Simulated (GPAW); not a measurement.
# TeCl2 (SMILES Cl[Te]Cl) at AM05/real-space grid (scalar-relativistic datasets)

Wanted: a structure relaxation of TeCl2. 

Program for the calculation: GPAW 26.7.0.

7 further runs of the same task are left out: 2 that didn't finish, 5 set aside as unsound or not needed.

## (1) Starting point

TeCl2: 3 atoms, total charge 0, spin state singlet. SMILES: `Cl[Te]Cl`. All atoms were displaced at random from a relaxed shape. The run starts from this shape.

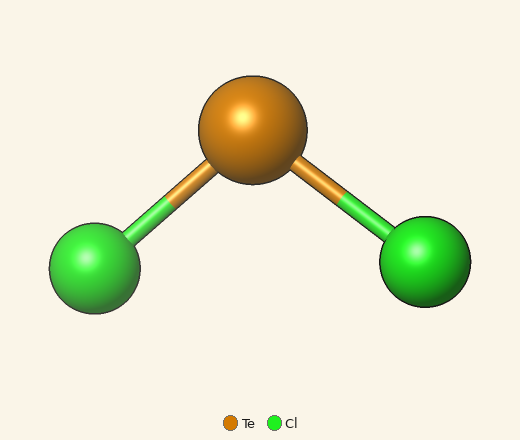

The structure, seen from a chosen angle (tellurium orange, chlorine green).

## (2) A geometry optimisation at AM05/real-space grid (scalar-relativistic datasets)

Input file cl2te_relax.py:

```python
from ase.io import write
from ase.io.zmatrix import parse_zmatrix
from ase.optimize import FIRE2
from gpaw import GPAW, setup_paths
from gpaw.atom.configurations import parameters
from gpaw.atom.generator import Generator

# Atomic positions
zmat = """
Te
Cl 1 r2
Cl 1 r3 2 a3
"""
values = dict(r2=2.2193, r3=2.311754, a3=102.05296)
molecule = parse_zmatrix(zmat, defs=values)
molecule.center(vacuum=4.5)

# No datasets are shipped for this functional: make them
for symbol in ["Cl", "Te"]:
    Generator(symbol, xcname="AM05", scalarrel=True, nofiles=True, txt=None).run(**parameters[symbol])
setup_paths.insert(0, ".")

# Ground state
dft = GPAW(mode="fd",
           h=0.18,
           xc="AM05",
           eigensolver="davidson",
           maxiter=100,
           poissonsolver={"name": "MomentCorrectionPoissonSolver", "poissonsolver": "fast", "moment_corrections": 4},
           symmetry="off",
           txt="-")
molecule.calc = dft

opt = FIRE2(molecule, trajectory="cl2te.traj")
converged = opt.run(fmax=0.05, steps=100)
print("Converged:", converged)
print(f"Final energy            {molecule.get_potential_energy():.5f} eV")
print(f"r(Cl1-Te0) = {molecule.get_distance(1, 0):.4f} Ang")
print(f"r(Cl2-Te0)              {molecule.get_distance(2, 0):.4f} Ang")
write("relaxed.xyz", molecule)
```

Launch:

```console
python3 cl2te_relax.py
```

**Question.** What will come out? Wanted: energy as printed; dipole moment; HOMO energy; LUMO energy; HOMO–LUMO gap.

**Answer.** As computed:

Level: AM05/real-space grid (scalar-relativistic datasets).

| quantity | value |
| --- | --- |
| energy as printed (from the program's reference atoms) | -7.7088 eV |
| dipole moment | 1.65 D |
| HOMO energy | -5.49 eV |
| LUMO energy | -3.52 eV |
| HOMO–LUMO gap | 1.96 eV |

At the final geometry: Bond lengths: Te1–Cl2 2.321 Å, Te1–Cl3 2.323 Å. Angles: Cl2–Te1–Cl3 100.4°. The optimisation took 10 steps and changed the energy by -0.094 eV.
